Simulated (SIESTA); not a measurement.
Band structure of Ir (Fm-3m, 1 atom in the cell).

```xyz
1
Lattice="0.0000 1.9200 1.9200 1.9200 0.0000 1.9200 1.9200 1.9200 0.0000" Properties=species:S:1:pos:R:3 pbc="T T T"
Ir     0.0000     0.0000     0.0000
```

Method: GGA PBE, numerical atomic orbitals DZP, PseudoDojo PBE standard norm-conserving potentials (rewritten from UPF to PSML) run with SIESTA 5.4.2.

Settings: XC.functional = GGA; XC.authors = PBE; potentials = PseudoDojo PBE standard; PAO.BasisSize = DZP; PAO.EnergyShift = 0.005 Ry; MeshCutoff = 350 Ry; kgrid.MonkhorstPack = 10 10 10; OccupationFunction = FD; ElectronicTemperature = 100 meV; MaxSCFIterations = 150; SCF.Mixer.Method = Broyden; SCF.Mixer.Weight = 0.2; SCF.Mixer.History = 6; SCF.DM.Tolerance = 1.0E-05.

The starting cell has typed, rounded lattice constants, without a prior relaxation at this level. Spin-orbit coupling is off. Spin polarisation is off. Values carry the incompleteness of an atom-centred basis.

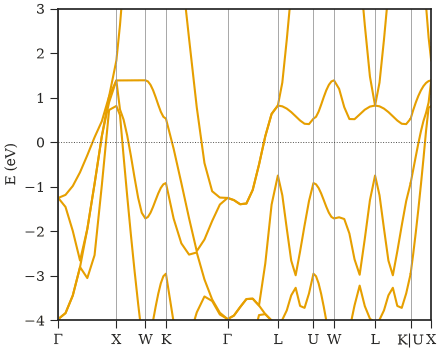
Fig. 1. Bands along the path, energies from the Fermi level.

Levels in eV from the Fermi level, bands 5 to 10:
```json
[
 {"point": "Γ", "5": "-11.10", "6": "-3.97", "7": "-3.97", "8": "-3.97", "9": "-1.25", "10": "-1.25"},
 {"point": "X", "5": "-7.81", "6": "-7.44", "7": "0.81", "8": "1.39", "9": "1.39", "10": "1.83"},
 {"point": "W", "5": "-6.29", "6": "-4.95", "7": "-4.95", "8": "-1.71", "9": "1.39", "10": "9.80"},
 {"point": "K", "5": "-6.95", "6": "-6.05", "7": "-2.95", "8": "-0.92", "9": "0.53", "10": "7.82"},
 {"point": "L", "5": "-8.16", "6": "-4.06", "7": "-4.06", "8": "-0.75", "9": "0.82", "10": "0.82"},
 {"point": "U", "5": "-6.95", "6": "-6.05", "7": "-2.95", "8": "-0.92", "9": "0.53", "10": "7.82"}
]
```

Bands cross the Fermi level along this path, so the cell is metallic at this level.

Higher empty bands are left out: an atom-centred basis made for the valence describes them poorly.
